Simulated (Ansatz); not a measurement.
SiH₄O₂ and related structures: several calculations on one system

**1. Relaxation**

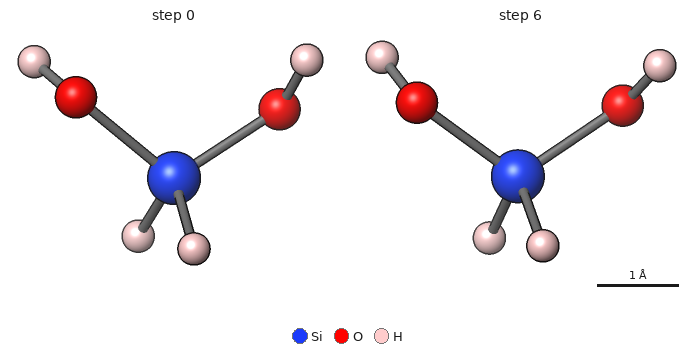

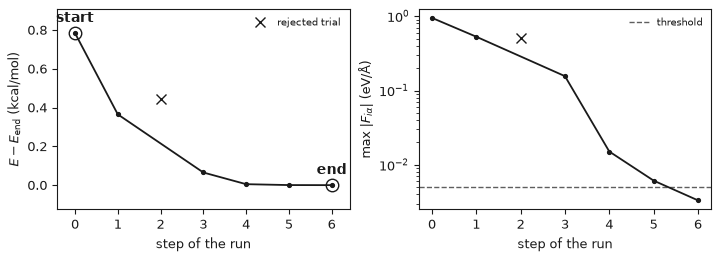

First and last geometry of a relaxation of SiH4O2, with the history of the run. Style: ball-and-stick. Shown face on.

It is one of the separated reactants of a reaction.

The calculation used RKS PBE0-D4/def2-TZVP in Ansatz 0.2.0. (force threshold 0.005 eV/Å; at most 200 steps)

Read the history and describe the run.

Answer. It converged. The largest moves after the best rigid fit, 0.10 Å, are those of O and H atoms. Largest moves by element: H 0.10 Å, O 0.10 Å, Si 0.05 Å. Among the contacts that change: O–Si 1.673 → 1.642 Å, O–Si 1.630 → 1.642 Å. Bond angles that change, for instance: H–Si–O 106.4° → 103.9°, O–Si–O 111.1° → 113.5°. Over 5 accepted moves (6 points after the start) the energy falls by 0.78 kcal/mol. Largest force component: 0.95 eV/Å at the start, 0.0033 eV/Å at the end. The line search rejected the trial step at point 2 of the run.

| step | E − E(0), kcal/mol | largest force component, eV/Å | note |
| --- | --- | --- | --- |
| 0 | 0.00 | 0.9491 |  |
| 1 | -0.42 | 0.5293 |  |
| 2 | -0.34 | 0.5015 | rejected |
| 3 | -0.72 | 0.1560 |  |
| 4 | -0.78 | 0.0151 |  |
| 5 | -0.78 | 0.0061 |  |
| 6 | -0.78 | 0.0033 |  |

**2. Relaxation**

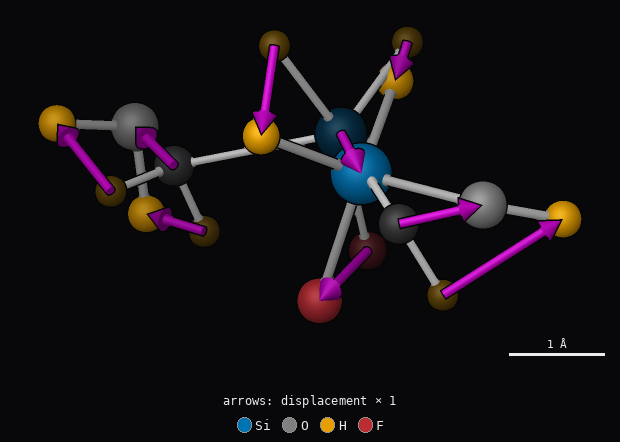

A relaxation of SiH5O2F (started from a transition state, displaced along its imaginary mode). The starting structure is drawn faded, the final one solid; purple arrows show the displacements, at their true length. The two geometries are superimposed by the best rigid fit.

Style: ball-and-stick. Shown from a free direction.

The calculation used Ansatz, RKS PBE0-D4/def2-TZVP. (force threshold 0.005 eV/Å; at most 200 steps)

What happened in the run?

Answer. The energy falls by 1.235 eV in 20 accepted moves (22 points after the start). Largest force component: 4.7 eV/Å at the start, 0.0039 eV/Å at the end. The line search rejected the trial steps at points 13, 17 of the run. The atom that moves furthest after the best rigid fit is an H atom (1.51 Å). By element the largest moves are H 1.51 Å, F 1.02 Å, O 0.92 Å, Si 0.58 Å. Some distances before and after: O–Si 1.942 → 2.941 Å, H–Si 2.126 → 2.970 Å, F–Si 1.709 → 1.608 Å, H–O 0.882 → 0.962 Å. Bonds break, among them: O–Si (1.94 → 2.94 Å). Among the angles between lasting bonds that change: H–Si–F 161.6° → 109.2°, O–Si–F 89.3° → 108.6°, H–Si–O 128.9° → 110.7°.

**3. Reaction**

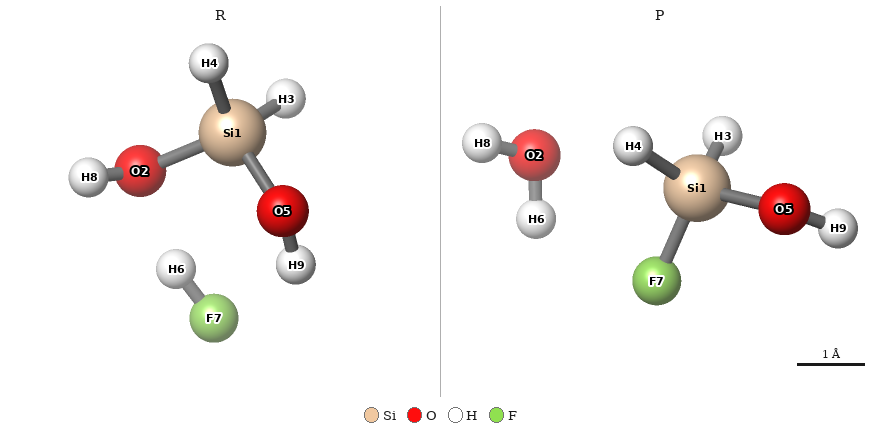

Reactant (R) and product (P) of one elementary step of SiH$_{5}$O$_{2}$F. Style: ball-and-stick. Shown at a tilt.

Stationary points at PBE0-D4/def2-TZVP, single-point energies with CCSD(T)/CBS, B2PLYP, BHLYP-D4, CAM-B3LYP-D4 (def2-TZVPP where no basis is named; Ansatz 0.2.0). The energies are electronic, without zero-point or thermal terms, and both ends are the minima reached downhill from the saddle, with any fragments still in contact. CCSD(T)/CBS stands for a frozen-core estimate: MP2 correlation extrapolated from def2-TZVPP and def2-QZVPP, CCSD(T) minus MP2 from the smaller set.

### What is the transition state like, and how high is the barrier?

Counted by bonded pieces, R holds HF + SiH₄O₂ and P holds H₂O + SiH₃OF. From R over the saddle to P, bonds form: Si1–F7 (3.19 → 1.99 → 1.61 Å), O2–H6 (1.69 → 1.09 → 0.96 Å). Bonds break: Si1–O2 (1.67 → 1.83 → 2.94 Å), H6–F7 (0.94 → 1.29 → 2.33 Å). The saddle has one imaginary mode, 525i cm⁻¹. With CCSD(T)/CBS the barrier is 100.8 kJ/mol from R and 122.9 kJ/mol from P, and P lies 22.1 kJ/mol below R.

| level | barrier from R (kJ/mol) | barrier from P (kJ/mol) | P less R (kJ/mol) |
| --- | --- | --- | --- |
| CCSD(T)/CBS | 100.8 | 122.9 | −22.1 |
| B2PLYP | 100.1 | 121.2 | −21.1 |
| BHLYP-D4 | 110.2 | 132.7 | −22.5 |
| CAM-B3LYP-D4 | 96.0 | 115.0 | −19.0 |

Against CCSD(T)/CBS, B2PLYP comes closest on the barrier from R (−0.7 kJ/mol) and BHLYP-D4 misses most (+9.4 kJ/mol).

The saddle point in the same view, with dashed sticks for the bonds that form or break:

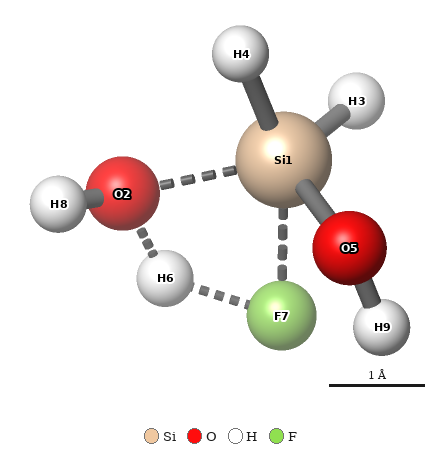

**4. Path**

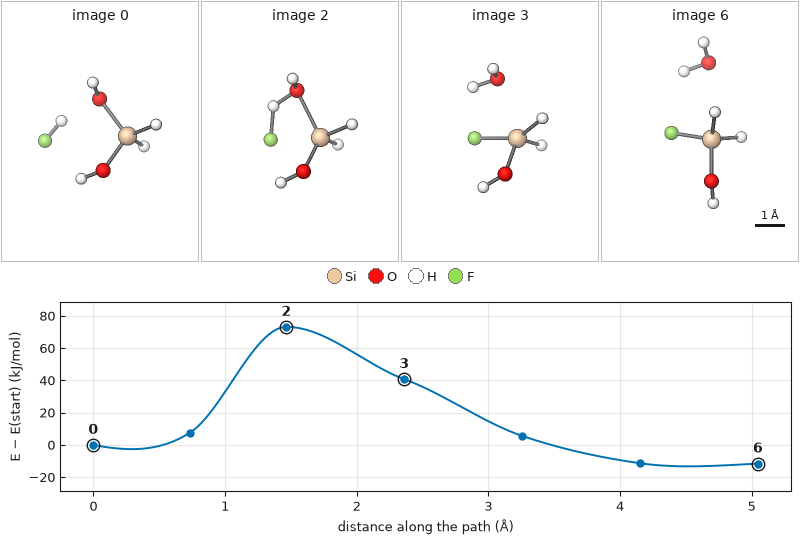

A search for the minimum-energy path of SiH5O2F by the nudged elastic band. Images are numbered from 0 (start) to 6 (end). A ball-and-stick model, seen at a tilt.

All numbers below come from RKS PBE0-D4/def2-SVP in Ansatz 0.2.0.

Input file:
```yaml
crystal:
  periodic: [false, false, false]
  atoms:
    - {symbol: Si, position_ang: [-0.702515, -0.635277, 0.096814]}
    - {symbol: O, position_ang: [0.454946, -0.010498, 1.130472]}
    - {symbol: H, position_ang: [-0.084467, -1.885256, -0.391795]}
    - {symbol: H, position_ang: [-1.964423, -0.850727, 0.835926]}
    - {symbol: O, position_ang: [-1.045344, 0.414913, -1.101695]}
    - {symbol: H, position_ang: [1.563757, 0.650612, 0.038201]}
    - {symbol: F, position_ang: [1.914841, 0.951161, -0.786062]}
    - {symbol: H, position_ang: [0.153819, 0.626484, 1.782645]}
    - {symbol: H, position_ang: [-0.290713, 0.738589, -1.604608]}
basis:
  gaussian: {orbitals: def2-SVP}
hamiltonian: {xc: pbe0, dispersion: d4}
neb:
  images: 5
  climbing: true
  max_iterations: 40
  initial_path: idpp
  final_atoms:
    - {symbol: Si, position_ang: [-0.473503, -0.076655, -0.598446]}
    - {symbol: O, position_ang: [1.075031, -0.254879, 1.895583]}
    - {symbol: H, position_ang: [0.141131, -1.418084, -0.546616]}
    - {symbol: H, position_ang: [-1.398915, 0.258247, 0.495694]}
    - {symbol: O, position_ang: [-1.357152, 0.101143, -1.963966]}
    - {symbol: H, position_ang: [1.595401, 0.432944, 1.470563]}
    - {symbol: F, position_ang: [0.726838, 0.992929, -0.620799]}
    - {symbol: H, position_ang: [0.676193, 0.165078, 2.661179]}
    - {symbol: H, position_ang: [-0.985123, -0.200725, -2.793294]}
```

Launched with:
```bash
ansatz run in.yaml --threads 4 --pin off --events-out ev --progress --plain --max-ram 9574MiB
```

> Describe the mechanism and the energy profile.

Breaking: F–H (0.94 → 2.33 Å), O–Si (1.67 → 2.94 Å). Forming: H–O (1.69 → 0.96 Å), F–Si (3.19 → 1.61 Å). Forward barrier 73.2 kJ/mol, backward barrier 84.8 kJ/mol, with image 2 at the top; the reaction energy is −11.6 kJ/mol. The band converged in 16 iterations. The largest component of the band force went from 4.2 to 0.042 eV/Å. The climbing image converged on the top of the path. Its curvatures weren't checked. The largest force component is 0.54 eV/Å at the start and 0.69 eV/Å at the end; an end with forces this large is no minimum, and the barrier measured from it can be far off.

The run took 68 s on 4 threads of Arm Neoverse V2, with other jobs on the host.
